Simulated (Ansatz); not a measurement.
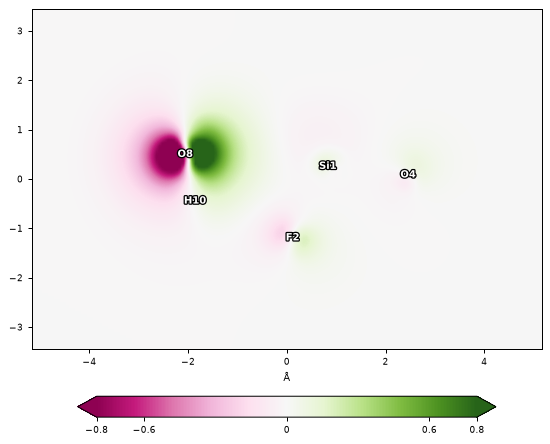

FH₃O₂Si···H₂O. The HOMO on the plane of atoms F2, Si1 and O4 (values in Å⁻³ᐟ²; the overall sign is arbitrary).

Not at a stationary point (largest force 0.9 eV/Å).

Level of theory: RKS B3LYP-D4/def2-SVP in Ansatz.

Input file:

```
crystal:
  periodic: [false, false, false]
  atoms:
    - { symbol: Si, position_ang: [0.0, 0.0, 0.0] }
    - { symbol: F, position_ang: [0.0, 0.0, 1.94] }
    - { symbol: H, position_ang: [1.3768, 0.0, -0.4862] }
    - { symbol: O, position_ang: [-0.7913, 1.3709, -0.5594] }
    - { symbol: H, position_ang: [-1.7491, 1.1401, -0.7818] }
    - { symbol: O, position_ang: [-0.7913, -1.3709, -0.5594] }
    - { symbol: H, position_ang: [-1.2459, -1.8365, 0.2129] }
    - { symbol: O, position_ang: [1.0334, -1.5693, 0.6243] }
    - { symbol: H, position_ang: [0.4671, -2.4013, 0.5398] }
    - { symbol: H, position_ang: [0.6321, -0.9599, 1.6846] }
basis:
  gaussian: { orbitals: def2-SVP }
hamiltonian:
  xc: b3lyp
  dispersion: d4
relax:
  f_tol: 0.15
  max_steps: 25
  restrain:
    - { distance: [0, 7], at: 2.88, k: 30.0 }
    - { distance: [9, 1], at: 2.12, k: 30.0 }
    - { distance: [0, 1], at: 1.59, k: 30.0 }
    - { distance: [9, 7], at: 1.01, k: 30.0 }
output:
  orbitals: {}
```

Launched as:

```sh
ansatz run input.yaml --threads 2 --pin off --max-ram 3072MiB --backend cpu --events-out ev --progress --plain --runs-dir out
```

The fields are those of the run's last geometry, not of the input's.

> Where does this orbital lie, and at what energy?

By Hirshfeld shares it lies mainly on O8 (about 80 %); largely a lone pair of O8. Its energy is −8.15 eV.
